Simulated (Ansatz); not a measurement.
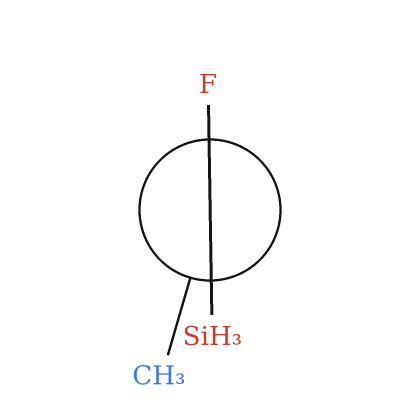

A Newman projection along the B–S bond, boron in front; angles are drawn as computed, but eclipsed bonds slightly apart. The computed structure is the end point of a PBE0-D4/def2-TZVP optimisation. No frequency run is at hand to confirm it as a minimum.

Question: Which molecule is it?

Answer: CH6BFSSi, CSB(F)[SiH3]

Question: What is the torsion angle from the front SiH3 to the back CH3? The sign is positive where the front bond must turn clockwise to cover the back bond.

Answer: 0°, synperiplanar (eclipsed).
